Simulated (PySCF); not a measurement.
**C5H3FOP2 (SMILES O=Cc1pcpcc1F): density, localisation and related maps**

```xyz
12

O    -2.4606   -1.9019   -0.4722
C    -2.0899   -0.7947   -0.1690
C    -0.6561   -0.4101   -0.0879
P     0.4762   -1.7192   -0.3804
C     2.0107   -0.9540   -0.2175
P     2.4691    0.6781    0.1380
C     0.9452    1.4717    0.3186
C    -0.3226    0.9161    0.2041
F    -1.3399    1.7629    0.3950
H    -2.8190    0.0109    0.0753
H     2.8605   -1.6331   -0.3692
H     0.9671    2.5414    0.5511
```

Geometry: PBE0-D3(BJ)/def2-SVP.

Level of theory: PySCF, PBE0/pcSseg-1, SCF density, gas phase, non-relativistic.

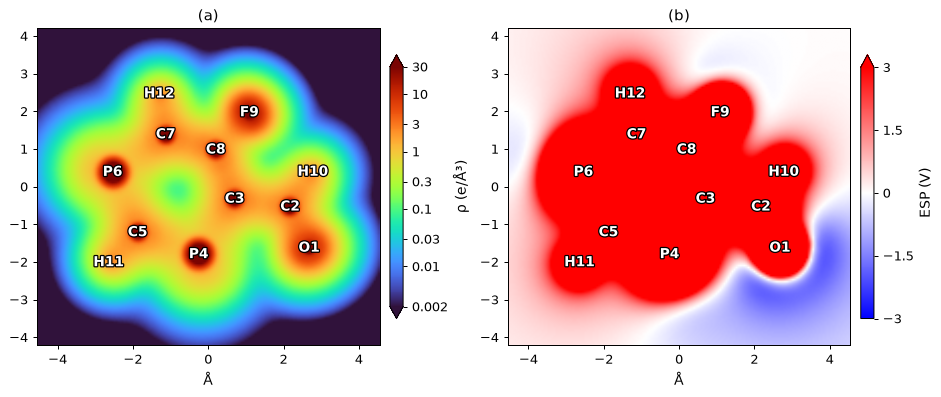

Figure 1. (a) electron density; (b) molecular electrostatic potential on the molecular plane.

Question: What does the map show?

Answer:
- The section cuts through O, C, P, F and H sites.
- C–O (1.21 Å): ρ at the midpoint is about 3.3 e/Å³.
- C–F (1.34 Å): ρ is about 2.3 e/Å³ halfway.
- C–C (1.39 Å): ρ is about 2.1 e/Å³ halfway.
- C–P (1.72 Å): ρ is about 1.3 e/Å³ halfway.
- C–H (1.09 Å): ρ at the midpoint is about 2 e/Å³.
- Outside the dense part of the molecule the potential is most negative (−1.9 V) near O1.

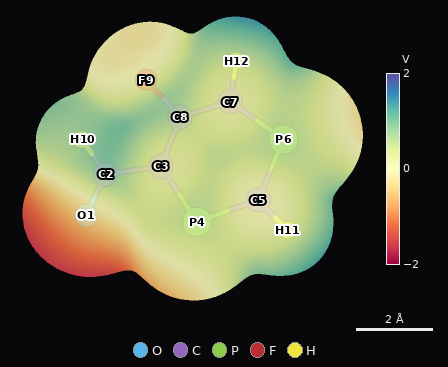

Figure 2. The molecular electrostatic potential painted on the density surface at 0.002 e/bohr³, seen across its widest extent; red is negative and blue positive.

Question: Which sites attract a positive test charge, and which a negative one?

Answer: A positive charge is drawn to the negative regions and a negative charge to the positive ones. The most negative region (about −1.6 V) lies over O1, the most positive (about +1.4 V) over H12. O1 is the likeliest acceptor of a hydrogen bond.

Question: How polar is the molecule by this calculation?

Answer: Its dipole moment is 2.93 D.

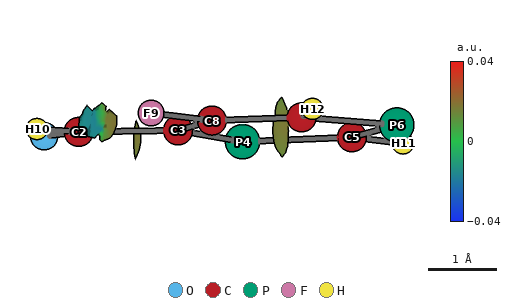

Figure 3. Non-covalent interaction (NCI) plot: the surface where the reduced density gradient is 0.4, for densities under 0.05 a.u., coloured by sign(λ₂)ρ; seen from one side.

Question: What holds or crowds the atoms apart from the covalent bonds?

Answer:
- Between H10 and C2 on one side and F9 and C8 on the other: a weak contact, attractive (blue-green) on one side and crowded (olive to red) on the other
- Between P4 and C3 on one side and O1 and C2 on the other: a weak contact, attractive (blue-green) on one side and crowded (olive to red) on the other
- Inside the ring or cage of C3, P4, C5, P6, C7 and C8: steric crowding (red)
